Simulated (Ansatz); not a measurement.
**AlBrFH···HF: density, localisation and related maps**

```tsv
atom	x (Å)	y (Å)	z (Å)
Al	0.0037	-0.5200	-0.4508
F	-0.0030	0.0378	2.3699
F	1.4633	0.1526	-0.8612
H	-1.3548	0.1453	-0.8314
Br	0.1021	-2.7002	0.4876
H	0.0669	-0.8728	2.5399
```

Not at a stationary point (largest force 1.2 eV/Å).

Method: RKS B3LYP/def2-SVP in Ansatz.

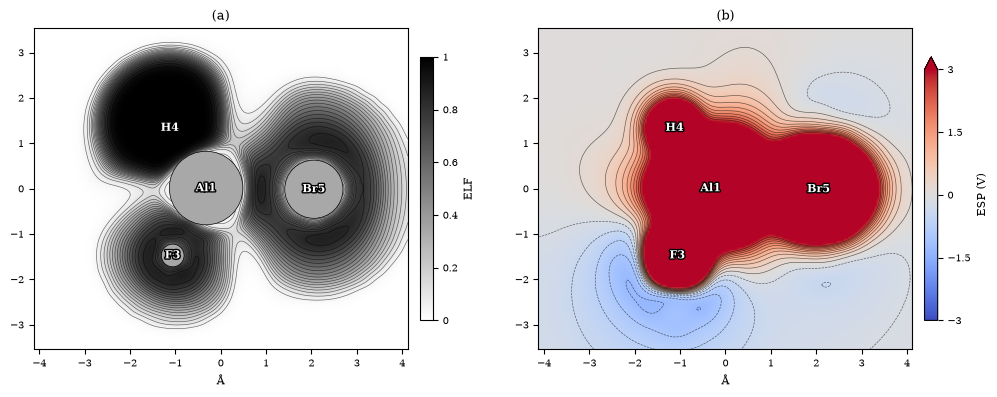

Figure 1. (a) electron localisation function; (b) molecular electrostatic potential on the plane of atoms F3, Al1 and Br5. Grey discs cover the atomic cores in the ELF map.

Interpret the plot.

Answer. The plane passes through Al, F, H and Br nuclei.
Al–F (1.66 Å): the ELF peaks at about 0.85 in the valence shell of F, 0.6 Å from its nucleus, and is about 0.30 at the midpoint.
Al–Br (2.38 Å): the ELF peaks at about 0.85 in the valence shell of Br, 1.2 Å from its nucleus, and is about 0.85 at the midpoint.
Al–H (1.56 Å): the ELF climbs to about 1 towards the hydrogen.
The ELF also peaks beside F3 and Br5, away from the bonds: lone-pair regions.
Outside the dense part of the complex the potential is most negative (−1.3 V) near F3.

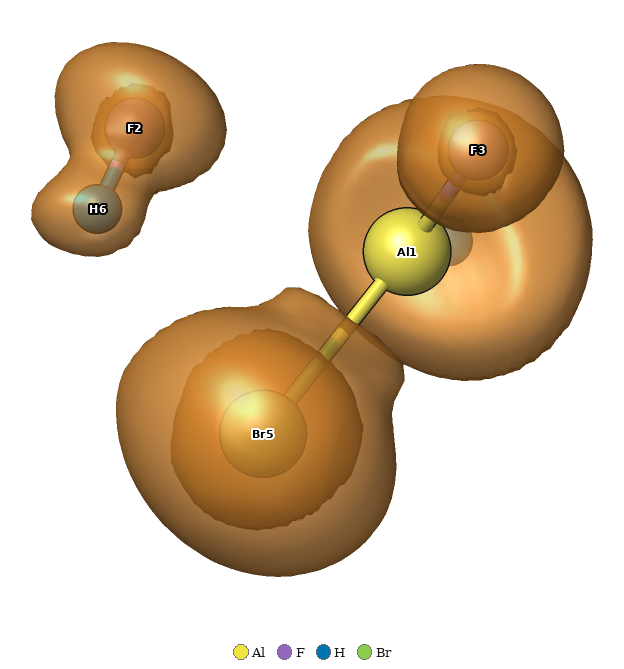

Figure 2. Isosurface of the electron localisation function at 0.75 (orange), seen at a tilt. Only the valence region is drawn (cores and ρ < 0.01 e/Å³ removed).

What do the ELF domains correspond to?

Answer. At this value the surface marks out one region around a hydrogen nucleus, one region on Br in which the atom's valence shell and bonds are merged, one region wrapped around F (its valence shell) and one joined region spread over several atoms (F, H), in which their bonds and any lone pairs are merged. Profiles from the grid: Al1···F2 (2.88 Å): the ELF is about 0.05 at the midpoint.

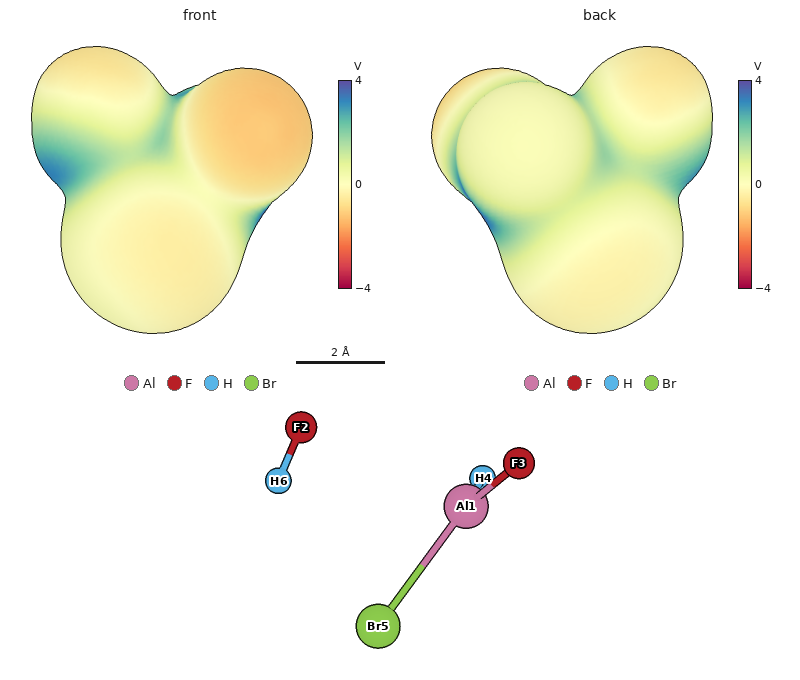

Figure 3. The molecular electrostatic potential painted on the density surface at 0.002 e/bohr³, seen from the front and from behind; red is negative and blue positive. The bare structure is drawn below in the same view.

Describe the electrostatic potential map.

Answer. The most negative region (about −1.2 V) lies over F3, the most positive (about +3.7 V) over Al1.
